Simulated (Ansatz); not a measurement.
**Two runs on NaHF**

System: NaHF, charge −1.
Method of run A: RHF/aug-cc-pVTZ (Ansatz 0.2.0).

Text and figures count atoms from 1; the logs count them from 0 in places.

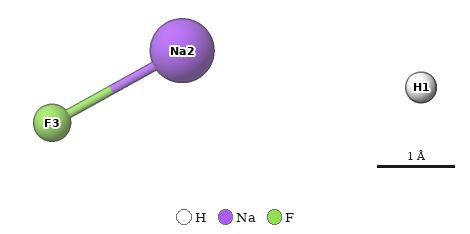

Fig. 1: The input geometry (ball-and-stick view, seen at a tilt; atoms are numbered from 1 in the order of the input). Sticks mark near contacts. Bond lengths as drawn: F–Na 1.94 Å.

The input, run A:
```yaml
crystal:
  periodic: [false, false, false]
  atoms:
    - { symbol: H, position_ang: [-3.257, 0.0, 0.0] }
    - { symbol: Na, position_ang: [0.0, 0.0, 0.0] }
    - { symbol: F, position_ang: [1.487658, 1.248294, 0.0] }
total_charge: -1
basis:
  gaussian: { orbitals: aug-cc-pVTZ }
hamiltonian:
  xc: hf
output:
  forces: true
```

Command:
```bash
ansatz run input.yaml --threads 1 --pin off --max-ram 2560MiB --backend cpu --events-out ev --progress --plain --runs-dir out
```

Hardware: 1 thread of Arm Neoverse V1, 24 GiB of memory available, shared host.

Output (run A):
```
Engine: ansatz 0.2.0, aarch64-unknown-linux-gnu
Functional definition: HF
  exchange = exact_x
  correlation = 0
678 factors; their error is unknown
mean field evaluation 1: about -7125.6317 eV, gradient 2.4e1 eV
mean field evaluation 2: about -7126.3223 eV, gradient 1.8e1 eV
mean field evaluation 4: about -7126.7008 eV, gradient 1.9e-1 eV
mean field evaluation 8: about -7126.9016 eV, gradient 1.2e-4 eV
mean field -7126.90155933 eV, -261.9088015180 hartree, gradient 1.3e-5 eV, S^2 0.000000; 0 other end points of the search recorded, 0 dependent functions left out
the calculation of the forces begins
reference -7126.90155933 eV, -261.9088015180 hartree; 11, 11 occupied and 108, 108 virtual orbitals, 678 factors
Total energy: -7126.90155933 eV, -261.9088015180 hartree
Atom 0 at    -3.257000     0.000000     0.000000 Å, force     0.579849    -0.143218    -0.000000 eV/Å
Atom 1 at     0.000000     0.000000     0.000000 Å, force    -1.113368     0.009097    -0.000000 eV/Å
Atom 2 at     1.487658     1.248294     0.000000 Å, force     0.533519     0.134121     0.000000 eV/Å
Dipole moment:     2.054437    -0.525997    -0.000000 e Å
```

The input of run B differs as follows (lines with − go, lines with + come):
```diff
-    - { symbol: H, position_ang: [-3.257, 0.0, 0.0] }
+    - { symbol: H, position_ang: [-2.662, 0.0, 0.0] }
-    - { symbol: F, position_ang: [1.487658, 1.248294, 0.0] }
+    - { symbol: F, position_ang: [1.813227, 1.521478, 0.0] }
```

What does this change do to the results?

With the same method and basis, run B lies 2.4 kcal/mol lower. The largest force goes from 1.113 to 1.214 eV/Å.

Output (run B):
```
Engine: ansatz 0.2.0, aarch64-unknown-linux-gnu
Functional definition: HF
  exchange = exact_x
  correlation = 0
678 factors; their error is unknown
mean field evaluation 1: about -7125.7804 eV, gradient 2.6e1 eV
mean field evaluation 2: about -7126.3503 eV, gradient 2.0e1 eV
mean field evaluation 4: about -7126.8089 eV, gradient 1.6e-1 eV
mean field evaluation 8: about -7127.0061 eV, gradient 9.8e-5 eV
mean field -7127.00613877 eV, -261.9126447415 hartree, gradient 1.1e-5 eV, S^2 0.000000; 0 other end points of the search recorded, 0 dependent functions left out
the calculation of the forces begins
reference -7127.00613877 eV, -261.9126447415 hartree; 11, 11 occupied and 108, 108 virtual orbitals, 678 factors
Total energy: -7127.00613877 eV, -261.9126447415 hartree
Atom 0 at    -2.662000     0.000000     0.000000 Å, force     0.715697    -0.192573     0.000000 eV/Å
Atom 1 at     0.000000     0.000000     0.000000 Å, force     0.060143     1.126296    -0.000000 eV/Å
Atom 2 at     1.813227     1.521478     0.000000 Å, force    -0.775840    -0.933723     0.000000 eV/Å
Dipole moment:     1.281643    -0.669808     0.000000 e Å
```

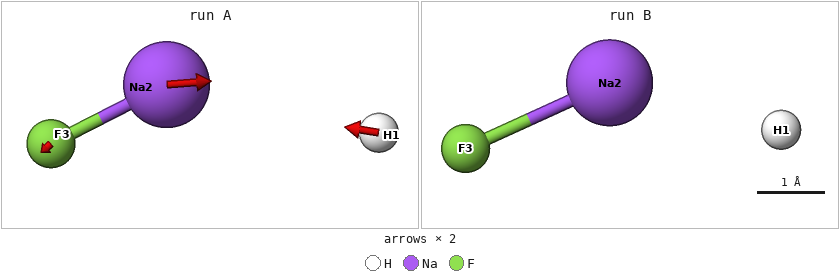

Fig. 2: The two input geometries at one scale (ball-and-stick view, seen on its broad side). The red arrows on the first give the shifts of the atoms after the best rigid fit, magnified 2 times. The atom that moves furthest after the best rigid fit is Na2 (0.35 Å). By element the largest moves are Na 0.35 Å, H 0.27 Å, F 0.11 Å. Among the contacts that change: Na2–F3 1.942 → 2.367 Å.

The two runs side by side:

| quantity | run A | run B |
| --- | --- | --- |
| outcome | converged | converged |
| total energy (hartree) | −261.908802 | −261.912645 |
| largest force (eV/Å) | 1.113 | 1.214 |
| basis functions | 119 | 119 |
| wall time (shared host) | 1.1 s | 1.2 s |
